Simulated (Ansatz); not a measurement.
**One crystal, many levels of theory: SiO2 (I-42d)**

What gap does each level of theory give for SiO2 (I-42d), and in what time?

Program: Ansatz 0.2.0. Level of theory: density functionals, hybrids and G0W0, plane waves, PAW. Results are calculated unless marked as measured.

**1. The structure**

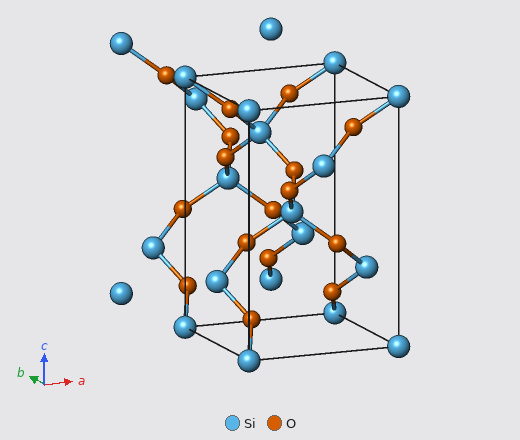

Start, viewed slightly off an axis; silicon blue, oxygen orange. 1×2×1 cells are drawn. This picture shows the conventional cell, with its axes. Bonds to atoms that aren't drawn are left out. Some periodic images of atoms are drawn too.

The cell and positions come from the Crystallography Open Database and are kept as given unless a step says otherwise.

The logs state that the PAW files were generated under PBE.

**2. LDA on the 8×8×8 mesh**

Levels along a band path and on the mesh show where this functional puts the band edges.

This step: DFT, LDA, plane waves, PAW; PAW set soft_1.

Contents of input.yaml:

```yaml
crystal:
  lattice:
    - [-2.37405, 2.37405, 3.744]
    - [2.37405, -2.37405, 3.744]
    - [2.37405, 2.37405, -3.744]
  atoms:
    - { symbol: Si, position: [0.0, 0.0, 0.0] }
    - { symbol: Si, position: [0.75, 0.25, 0.5] }
    - { symbol: O, position: [0.99838, 0.625, 0.87338] }
    - { symbol: O, position: [0.375, 0.24838, 0.37338] }
    - { symbol: O, position: [0.75162, 0.125, 0.12662] }
    - { symbol: O, position: [0.875, 0.00162, 0.62662] }
kpoints:
  mp_grid: { grid: [8, 8, 8] }
  band_path:
    path:
      - [[0.0, 0.0, 0.0], [0.0, 0.0, 0.5], [0.25, 0.25, 0.25], [0.0, 0.5, 0.0], [0.0, 0.0, 0.0], [0.5, 0.5, -0.5], [0.35051897, 0.64948103, -0.35051897]]
      - [[-0.35051897, 0.35051897, 0.35051897], [0.0, 0.0, 0.0]]
      - [[0.0, 0.0, 0.5], [-0.20103795, 0.20103795, 0.5]]
      - [[0.5, 0.5, -0.20103795], [0.5, 0.5, -0.5]]
    npoints: 10
hamiltonian:
  xc: lda
  pseudopotentials: { kind: paw, azcp: { folder: soft_1 }, xc_functional: pbe }
scf:
  occupations: { method: fermi_dirac, width: 0.02 }
  n_extra_bands: 6
output:
  eigenvalues: true
  forces: true
  stress: true
  write_density: true
  write_potential: true
  elf: true
  volumetric_format: npy
```

Command:

```
> ansatz run input.yaml --threads 3 --pin off --max-ram 92160MiB --backend cuda --events-out ev --progress --plain --runs-dir out --devices 1 --max-vram 13GiB
```

Numbers of over 12 decimals in the logs are rounded to 6 here.

The program printed:

```text
scf.n_extra_bands = 6 over 16 filled bands (N_el = 32.0): the run solves 22 bands
GPUs: using 1 of 1 available (devices: 1).
Engine: ansatz 0.2.0, x86_64-unknown-linux-gnu
Pseudopotentials: kind: paw
Pseudopotential: Si, paw, valence charge 4, recommended cutoff 420 eV (normal), soft_1/Si.paw.azcp
Pseudopotential: O, paw, valence charge 6, recommended cutoff 420 eV (normal), soft_1/O.paw.azcp
Functional definition: SPW92
  exchange = slater_x
  correlation = pw_c
device memory: the entry about to start is reckoned to put 2.3 GiB on a device that reports 52.0 GiB free (of which the cap on the GPU budget leaves the run 13.0 GiB)
GPU FFT provider: cuFFT
GPU libraries: cuBLAS 13.8.2, cuFFT 12.4.0, cuSOLVER 12.3.4
Crystal: 6 atoms, lattice volume = 84.406 Å³
Basis set: ecut = 420 eV, 1637 PW (Γ)
Bands: 22, of which v1, the nominal top of the filled ones, is band 16 counted from 1 (15 counted from 0)
Symmetry: 8 space group operations
Space group: I-42d (ITA 122), of the structure as read, at distance tolerance 4.4e-5 Å
k-points: 59 of 512 (time reversal used)
Non-local potential: Si, projectors of the file, l = 0: 2, l = 1: 2, l = 2: 1
Non-local potential: O, projectors of the file, l = 0: 2, l = 1: 2, l = 2: 1
PAW form: soft (Blöchl's): semilocal exchange-correlation on the pseudo side does not see the compensation charge
PAW frozen core: Si, regenerated for the run's functional, and the local potential with it (the file was generated under x = pbe(κ = 0.804, μ = 0.219515), c = pbe(β = 0.066725))
PAW frozen core: O, regenerated for the run's functional, and the local potential with it (the file was generated under x = pbe(κ = 0.804, μ = 0.219515), c = pbe(β = 0.066725))
PAW one-centre angular grid: Si, 110 points (default); XC on 64 Gauss nodes
PAW one-centre angular grid: O, 110 points (default); XC on 64 Gauss nodes
Initial density: superposition of atomic densities (chi_scale 0.1, normalization cell, long waves kept (reshape's long-wave potential 0.00 eV rms))
Initial wavefunctions: pseudopotential atomic-orbital guess
GPU buffer pool allocated for 46656 grid points (all kernels)
GPU transforms: local potential and band sums: pruned to the plane-wave sphere, on 36×36×36
Functional: x = slater, c = lda
SCF iter   1: F=—  HF=-3448.426932 eV  |F-HF|=—  |Δ(HF+E_count)|=         —  Δρ=1.17e-1  dr2=1.04e1  ethr=3.10e-3  ⟨swp⟩=7.0  Hψ=7738  notcnv=0
preconditioner: auto → none  [insulator: Δε(μ)=7.286 eV  Ē_g=17.688 eV  σ=0.020 eV  W_gap=1.00  n_scr=14 (ndim 8)  ℏωp=22.9 eV  f_vac=0.102  D(μ)=0.00/eV (n_scr^D=0)  ε∞_Penn≈2.7]
SCF iter   2: F=—  HF=-3445.784150 eV  |F-HF|=—  |Δ(HF+E_count)|=    2.64e0  Δρ=6.35e-2  dr2=1.51e0  ethr=3.10e-3  ⟨swp⟩=3.7  Hψ=3856  notcnv=0  defer=118
SCF iter   3: F=—  HF=-3445.360369 eV  |F-HF|=—  |Δ(HF+E_count)|=   4.24e-1  Δρ=1.88e-2  dr2=1.34e-1  ethr=3.10e-3  ⟨swp⟩=2.0  Hψ=2671  notcnv=0  defer=118
SCF iter   4: F=—  HF=-3445.348422 eV  |F-HF|=—  |Δ(HF+E_count)|=   1.19e-2  Δρ=1.30e-3  dr2=6.09e-4  ethr=4.19e-4  ⟨swp⟩=2.6  Hψ=2152  notcnv=0  defer=118
SCF iter   5: F=—  HF=-3445.348696 eV  |F-HF|=—  |Δ(HF+E_count)|=   2.74e-4  Δρ=2.41e-4  dr2=1.35e-5  ethr=1.90e-6  ⟨swp⟩=2.3  Hψ=1977  notcnv=0  defer=118
SCF iter   6: F=—  HF=-3445.348803 eV  |F-HF|=—  |Δ(HF+E_count)|=   1.07e-4  Δρ=2.91e-5  dr2=4.96e-7  ethr=4.20e-8  ⟨swp⟩=2.3  Hψ=2144  notcnv=0  defer=118
SCF iter   7: F=-3445.348803 eV  HF=-3445.348803 eV  |F-HF|=4.85e-10  |Δ(HF+E_count)|=   7.28e-8  Δρ=2.72e-6  dr2=2.31e-9  ethr=3.13e-10  ⟨swp⟩=17.9  Hψ=11753  notcnv=0
SCF 1 converged in 7 iterations: F = -3445.348803 eV  dr2 = 2.31e-9
[...]
device memory: the entry about to start is reckoned to put 2.5 GiB on a device that reports 52.2 GiB free (of which the cap on the GPU budget leaves the run 13.0 GiB)
NSCF: frozen V_eff on 94 k-points, pencils in batches of 32, up to order 100
SCF converged after 7 iterations
Free energy (F): -3445.348803 eV
Harris-Foulkes:  -3445.348803 eV  (|F-HF|=4.85e-10)
Internal energy: -3445.348803 eV  (E = F + TS)
E sigma→0 (E₀):  -3445.348803 eV
Fermi energy:    3.741378 eV
--- Per-component energies (eV) ---
  E_band       = -181.126402
  E_kinetic    = 771.675139
  E_local      = -2183.365020  (includes V_loc(G=0)·N_el)
  E_nonlocal   = 263.900131
  E_hartree    = 807.170828
  E_xc         = -394.813806
  E_vxc        = -459.938384  (∫ρ·V_xc dr)
  E_paw        = -1581.775573  (= ΣΔE_a)
  E_vpaw       = -187.744140  (= ΣTr[D̂ρ^β])
  E_aug_tail   = 0.003432  (compensation charges beyond the density's cutoff)
  E_ewald      = -1128.700283
  E_core_change = 0.556347  (= ΣΔE_core)
  E_smearing   = -0.000000  (= −TS)
  E_closure    = -0.000000  (closes the sum)
  Σ components = -3445.348803   (vs F -3445.348803, Δ=0.00e0)
--- Forces (eV/Å), atoms counted from 1 ---
  atom   1  Si     0.00000000    -0.00000000     0.00000000
  atom   2  Si     0.00000000     0.00000000     0.00000000
  atom   3  O     -0.00000000    -0.27696055    -0.00000000
  atom   4  O     -0.27696055     0.00000000     0.00000000
  atom   5  O     -0.00000000     0.27696055     0.00000000
  atom   6  O      0.27696055    -0.00000000    -0.00000000
  max |Σ_I F_I| component: 5.20e-18 eV/Å
--- Stress (GPa, compression-positive) ---
       -2.144052      -0.000000       0.000000
        0.000000      -2.144052       0.000000
        0.000000       0.000000      -4.165026
  P = ⅓ Tr σ = -2.8177 GPa (-28.177 kbar)
--- Band table (eV; the first three rows and the last of 59) ---
  k-point 0: bands = [... 12 lower, -0.5178, -0.2293, 0.8041, 0.8041, 6.6258, 9.2615, 11.8999, 11.8999, ... 2 higher]
  k-point 1: bands = [... 12 lower, -0.5430, -0.1215, 0.7743, 0.7780, 6.9972, 9.5097, 11.2836, 11.7856, ... 2 higher]
  k-point 2: bands = [... 12 lower, -0.4708, 0.0545, 0.7064, 0.7072, 7.9333, 10.1316, 10.7479, 11.3260, ... 2 higher]
  k-point 58: bands = [... 12 lower, -0.6973, -0.6973, 0.7012, 0.7012, 9.5984, 9.5984, 10.2797, 10.2797, ... 2 higher]
```

The job ended after 14 s (1 × NVIDIA H100 80GB HBM3 (shared by 6 runs) with 3 threads of AMD EPYC 7R13 (Zen 3), shared host; peak memory 0.89 GiB).

This step gave:

* pressure: -2.818 GPa
* filled bands: 16
* gap: 5.822 eV
* valence top at: Γ
* conduction bottom at: Γ
* least direct gap: 5.822 eV

Over mesh and path the gap is 5.822 eV, direct, at k = Γ.

**3. r2SCAN on the 8×8×8 mesh**

r2SCAN is a meta-GGA: it depends on the kinetic-energy density as well as on the density and its gradient.

This step: DFT, r2SCAN, plane waves, PAW; PAW set soft_1.

Contents of input.yaml:

```yaml
crystal:
  lattice:
    - [-2.37405, 2.37405, 3.744]
    - [2.37405, -2.37405, 3.744]
    - [2.37405, 2.37405, -3.744]
  atoms:
    - { symbol: Si, position: [0.0, 0.0, 0.0] }
    - { symbol: Si, position: [0.75, 0.25, 0.5] }
    - { symbol: O, position: [0.99838, 0.625, 0.87338] }
    - { symbol: O, position: [0.375, 0.24838, 0.37338] }
    - { symbol: O, position: [0.75162, 0.125, 0.12662] }
    - { symbol: O, position: [0.875, 0.00162, 0.62662] }
kpoints:
  mp_grid: { grid: [8, 8, 8] }
  band_path:
    path:
      - [0.0, 0.0, 0.0]
      - [0.0, 0.0, 0.5]
      - [0.25, 0.25, 0.25]
      - [0.0, 0.5, 0.0]
      - [0.5, 0.5, -0.5]
      - [0.35051897, 0.64948103, -0.35051897]
      - [-0.35051897, 0.35051897, 0.35051897]
      - [-0.20103795, 0.20103795, 0.5]
    npoints: 1
hamiltonian:
  xc: r2scan
  pseudopotentials: { kind: paw, azcp: { folder: soft_1 } }
scf:
  occupations: { method: fixed }
  n_extra_bands: 6
output:
  eigenvalues: true
  forces: true
  stress: true
```

The program printed:

```text
[...]
GPUs: using 1 of 1 available (devices: 1).
[...]
GPU FFT provider: cuFFT
GPU libraries: cuBLAS 13.8.2, cuFFT 12.4.0, cuSOLVER 12.3.4
Crystal: 6 atoms, lattice volume = 84.406 Å³
Basis set: ecut = 500 eV, 2141 PW (Γ), exchange–correlation on 160×160×160 points (64 copies of the dense FFT grid, shifted against one another)
Bands: 22, of which v1, the nominal top of the filled ones, is band 16 counted from 1 (15 counted from 0)
Symmetry: 8 space group operations
[...]
k-points: 59 of 512 (time reversal used)
[...]
GPU buffer pool allocated for 64000 grid points (all kernels)
[...]
SCF iter   1: F=—  HF=-3562.487080 eV  |F-HF|=—  |Δ(HF+E_count)|=         —  Δρ=1.22e-1  dr2=1.16e1  dr2_τ=1.34e0  ethr=3.10e-3  ⟨swp⟩=5.0  Hψ=6445  notcnv=0  defer=181
[...]
atom   1  Si     0.00000000    -0.00000000     0.00000000
  atom   2  Si     0.00000000     0.00000000     0.00000000
  atom   3  O     -0.00000000    -0.18941703    -0.00000000
  atom   4  O     -0.18941703    -0.00000000     0.00000000
  atom   5  O     -0.00000000     0.18941703     0.00000000
  atom   6  O      0.18941703     0.00000000    -0.00000000
  max |Σ_I F_I| component: 2.39e-18 eV/Å
--- Stress (GPa, compression-positive) ---
       -0.606024      -0.000000       0.000000
       -0.000000      -0.606024       0.000000
        0.000000       0.000000      -2.649066
  P = ⅓ Tr σ = -1.2870 GPa (-12.870 kbar)
--- Band table (eV; the first three rows and the last of 59) ---
  k-point 0: bands = [... 12 lower, -0.6459, -0.3750, 0.6790, 0.6790, 7.3789, 10.2208, 13.0175, 13.0175, ... 2 higher]
  k-point 1: bands = [... 12 lower, -0.6660, -0.2592, 0.6484, 0.6519, 7.7565, 10.4794, 12.3981, 12.9220, ... 2 higher]
  k-point 2: bands = [... 12 lower, -0.5936, -0.0823, 0.5776, 0.5783, 8.7199, 11.1343, 11.8324, 12.3761, ... 2 higher]
  k-point 58: bands = [... 12 lower, -0.8473, -0.8473, 0.5725, 0.5725, 10.4593, 10.4593, 11.2491, 11.2491, ... 2 higher]
[key lines of the parts left out:]
SCF converged after 8 iterations
Free energy (F): -3560.118635 eV
Fermi energy:    0.679048 eV
```

Elapsed: 11 s, on 1 × NVIDIA H100 80GB HBM3 (shared by 6 runs) with 3 threads; peak memory 1 GiB.

This step gave:

```yaml
pressure: -1.287 GPa
gap: 6.700 eV
valence_top_at: Γ
conduction_bottom_at: Γ
least_direct_gap: 6.700 eV
```

Over mesh and listed points the gap is 6.700 eV, direct, at k = Γ. r2SCAN against LDA: 6.700 − 5.822 = +0.878 eV. The runs also differ in plane-wave cutoff (420 eV and 500 eV), so how much of this comes from the functional alone is not known.

**4. HSE06 on the 4×4×4 mesh**

HSE06 mixes in a quarter of exact exchange at short range.

This step: DFT, HSE06, plane waves, PAW; PAW set soft_1.

Changes to input.yaml since step 3:

```diff
@@ -13,3 +13,3 @@
 kpoints:
-  mp_grid: { grid: [8, 8, 8] }
+  mp_grid: { grid: [4, 4, 4] }
   band_path:
@@ -26,3 +26,3 @@
 hamiltonian:
-  xc: r2scan
+  xc: hse06
   pseudopotentials: { kind: paw, azcp: { folder: soft_1 } }
@@ -33,3 +33 @@
   eigenvalues: true
-  forces: true
-  stress: true
```

The program printed:

```text
[...]
GPUs: using 1 of 1 available (devices: 1).
[...]
davidson cushion auto → on  (no smearing: the cushion is to keep the highest requested band from converging to the state above it; pin scf.eigensolver.cushion to override)
[...]
GPU FFT provider: cuFFT
GPU libraries: cuBLAS 13.8.2, cuFFT 12.4.0, cuSOLVER 12.3.4
Crystal: 6 atoms, lattice volume = 84.406 Å³
Basis set: ecut = 420 eV, 1637 PW (Γ)
[...]
Fermi energy:    -0.207636 eV
[...]
--- Band table (eV; the first three rows and the last of 13) ---
  k-point 0: bands = [... 12 lower, -1.5397, -1.3154, -0.2076, -0.2076, 7.6670, 10.4545, 13.2802, 13.2802, ... 2 higher]
  k-point 1: bands = [... 12 lower, -1.5112, -0.9839, -0.3121, -0.3076, 9.0218, 11.3758, 12.0539, 12.6293, ... 2 higher]
  k-point 2: bands = [... 12 lower, -0.9854, -0.9854, -0.4450, -0.4450, 11.2558, 11.2558, 12.0548, 12.0548, ... 2 higher]
  k-point 12: bands = [... 12 lower, -1.8007, -1.8007, -0.3144, -0.3144, 10.7691, 10.7691, 11.5184, 11.5184, ... 2 higher]
[key lines of the parts left out:]
Free energy (F): -3548.824978 eV
```

The job ended after 23 s (1 × NVIDIA H100 80GB HBM3 (shared by 6 runs) with 3 threads; peak memory 1.2 GiB; 16 s of CPU time).

This step gave:

```yaml
gap: 7.875 eV
valence_top_at: Γ
conduction_bottom_at: Γ
least_direct_gap: 7.875 eV
exact_exchange_fraction: 0.25
```

Over mesh and listed points the gap is 7.875 eV, direct, at k = Γ. HSE06 against LDA: 7.875 − 5.822 = +2.053 eV. The runs also differ in mesh (8×8×8 and 4×4×4), so how much of this comes from the functional alone is not known.

**5. PBE0 on the 4×4×4 mesh**

PBE0 mixes in a quarter of exact exchange at all distances.

This step: DFT, PBE0, plane waves, PAW; PAW set soft_1.

Changes to input.yaml since step 4:

```diff
@@ -26,3 +26,3 @@
 hamiltonian:
-  xc: hse06
+  xc: pbe0
   pseudopotentials: { kind: paw, azcp: { folder: soft_1 } }
```

The program printed:

```text
[...]
GPUs: using 1 of 1 available (devices: 1).
[...]
GPU FFT provider: cuFFT
GPU libraries: cuBLAS 13.8.2, cuFFT 12.4.0, cuSOLVER 12.3.4
Crystal: 6 atoms, lattice volume = 84.406 Å³
Basis set: ecut = 420 eV, 1637 PW (Γ)
Bands: 22, of which v1, the nominal top of the filled ones, is band 16 counted from 1 (15 counted from 0)
Symmetry: 8 space group operations
[...]
k-points: 13 of 64 (time reversal used)
[...]
Fermi energy:    -0.615606 eV
[...]
--- Band table (eV; the first three rows and the last of 13) ---
  k-point 0: bands = [... 12 lower, -1.9470, -1.7281, -0.6156, -0.6156, 8.0287, 10.8291, 13.6640, 13.6640, ... 2 higher]
  k-point 1: bands = [... 12 lower, -1.9222, -1.3929, -0.7201, -0.7152, 9.3923, 11.7542, 12.4352, 13.0101, ... 2 higher]
  k-point 2: bands = [... 12 lower, -1.3957, -1.3957, -0.8517, -0.8517, 11.6332, 11.6332, 12.4379, 12.4379, ... 2 higher]
  k-point 12: bands = [... 12 lower, -2.2132, -2.2132, -0.7215, -0.7215, 11.1448, 11.1448, 11.8986, 11.8986, ... 2 higher]
[key lines of the parts left out:]
Free energy (F): -3549.526119 eV
```

The job ended after 16 s (1 × NVIDIA H100 80GB HBM3 (shared by 6 runs) with 3 threads; peak memory 1.2 GiB).

This step gave:

```
gap                     : 8.644 eV
valence top at          : Γ
conduction bottom at    : Γ
least direct gap        : 8.644 eV
exact-exchange fraction : 0.25
```

Over mesh and listed points the gap is 8.644 eV, direct, at k = Γ. PBE0 against HSE06: 8.644 − 7.875 = +0.769 eV, with the same mesh, files and cutoff, and both edges at the same k points.

**6. G0W0@LDA, 6×6×6 mesh, 668 empty bands, screening to 230 eV, PAW set soft_1 files**

G0W0 replaces the xc potential by a self-energy built once from the orbitals of the start. Levels are corrected in the window of bands that the input names, at points of the mesh.

This step: G0W0 on LDA, plane waves, PAW; PAW set soft_1.

Contents of input.yaml:

```yaml
crystal:
  lattice:
    - [-2.37405, 2.37405, 3.744]
    - [2.37405, -2.37405, 3.744]
    - [2.37405, 2.37405, -3.744]
  atoms:
    - { symbol: Si, position: [0.0, 0.0, 0.0] }
    - { symbol: Si, position: [0.75, 0.25, 0.5] }
    - { symbol: O, position: [0.99838, 0.625, 0.87338] }
    - { symbol: O, position: [0.375, 0.24838, 0.37338] }
    - { symbol: O, position: [0.75162, 0.125, 0.12662] }
    - { symbol: O, position: [0.875, 0.00162, 0.62662] }
kpoints:
  mp_grid: { grid: [6, 6, 6] }
hamiltonian:
  xc: lda
  pseudopotentials: { kind: paw, azcp: { folder: soft_1 }, xc_functional: pbe }
scf:
  occupations: { method: fixed }
gw:
  n_empty_bands: 668
  ecut_chi: 230.0
  qp_bands: [v2, c2]
  qp_kpoints: band_edges
  screening: { model: contour_deformation }
```

The program printed:

```text
GPUs: using 1 of 1 available (devices: 1).
[...]
GPU FFT provider: cuFFT
GPU libraries: cuBLAS 13.8.2, cuFFT 12.4.0, cuSOLVER 12.3.4
Crystal: 6 atoms, lattice volume = 84.406 Å³
Basis set: ecut = 420 eV, 1637 PW (Γ)
Bands: 22, of which v1, the nominal top of the filled ones, is band 16 counted from 1 (15 counted from 0)
Symmetry: 8 space group operations
[...]
k-points: 30 of 216 (time reversal used)
[...]
1    18      9.6885    -5.8470    -3.9952   -11.6163  0.8595    11.4826    11.4626  root
[...]
29    15      0.7012   -26.4322     3.8967   -20.6274  0.7985    -1.2397    -1.2069  root
    29    16      0.7012   -26.4322     3.8967   -20.6274  0.7985    -1.2397    -1.2069  root
    29    17      9.5984    -7.4282    -3.6466   -12.7363  0.8536    11.2776    11.2599  root
    29    18      9.5984    -7.4282    -3.6466   -12.7363  0.8536    11.2776    11.2599  root
[key lines of the parts left out:]
SCF converged after 7 iterations
Free energy (F): -3445.348801 eV
Fermi energy:    0.804123 eV
```

Elapsed: 5.3 min, on 1 × NVIDIA H100 80GB HBM3 (shared by 6 runs) with 3 threads; peak memory 4.3 GiB; 8.6 min of CPU time.

This step gave:

| Quantity | Value |
| --- | --- |
| bands summed | 684 |
| RPA ε∞ on this mesh (eigenvalues) | 2.239, 2.239, 2.296 |
| plane waves in the screening matrix | 657 |
| G0W0 gap over the corrected points | 9.151 eV |
| k of the valence top | 0, 0, 0 |
| k of the conduction bottom | 0, 0, 0 |
| starting gap on the mesh | 5.822 eV |
| Z at the valence top | 0.7989 |
| Z at the conduction bottom | 0.8668 |
| least direct G0W0 gap over the corrected points | 9.151 eV |

Over all 30 irreducible mesh points the G0W0 gap is 9.151 eV, direct, at k = Γ. The LDA gap of this run on the mesh is 5.822 eV. The two states that bound the G0W0 gap lie that far apart at the start, so the correction of the gap is 9.151 − 5.822 = +3.329 eV.

(Part 1 of 2 ends here.)

[Paths, hosts, dates, memory and timing lines, banners, echoed tables and standing remarks are left out of the program output.]

[Logs are printed without paths, hosts, clocks, repeated set-up lines and the standing remarks that a program may print on its own settings, such as how far it seeks lower states.]

[Runs of the session that timed out or met a known fault of the program may be left out.]

[Cells called generated may have been cut or substituted from an entry of the Crystallography Open Database or the Materials Project.]

[Hosts, paths, dates, database ids (printed as entryN), source tags and the programs' standing remarks are cut or masked in the printed files.]

[Where an RPA ε∞ is given, it is that of the G0W0 mesh and is not shown converged in it. Names of k-points follow the symmetry that the program found, which can be lower than the space group named. Band edges on a path are those of the sampled points; other points can move an edge, and change direct to indirect where valleys lie close.]

[Hybrid gaps are those of their k-mesh and are not shown converged in it.]
